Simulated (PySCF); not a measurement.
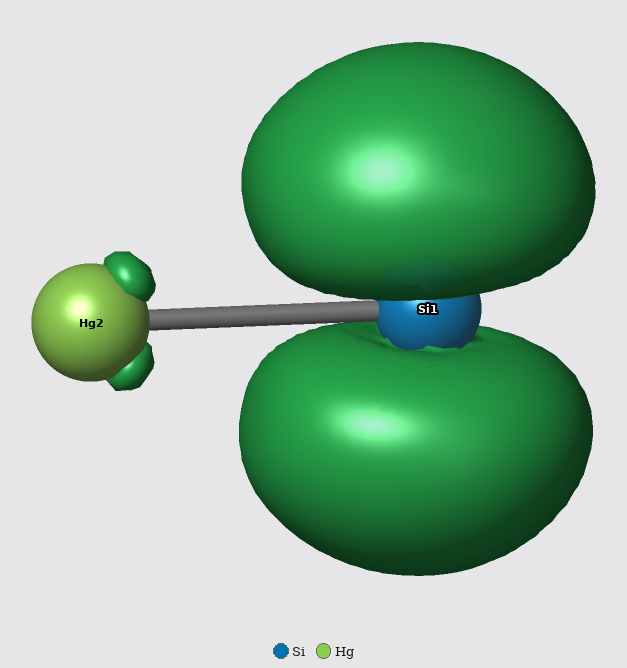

*SiHg (charge +1, doublet). Isosurfaces of the spin density at +0.015 (green) and −0.015 e/Å³ (red), seen from one side.*

Core potentials replace the inner electrons of Hg.

Computed with PBE0/def2-SVPD, non-relativistic Hamiltonian with scalar-relativistic core potentials where named, at a bond length of 2.631 Å (PySCF).

```xyz
2

Si    0.0000    0.0000   -2.3109
Hg    0.0000    0.0000    0.3201
```

Question: Which atoms carry the spin?

Answer: The unpaired spin (1 electron) lies mostly on Si1 (about 0.9), in electrons by Hirshfeld's partition. Only one sign reaches the isovalue.
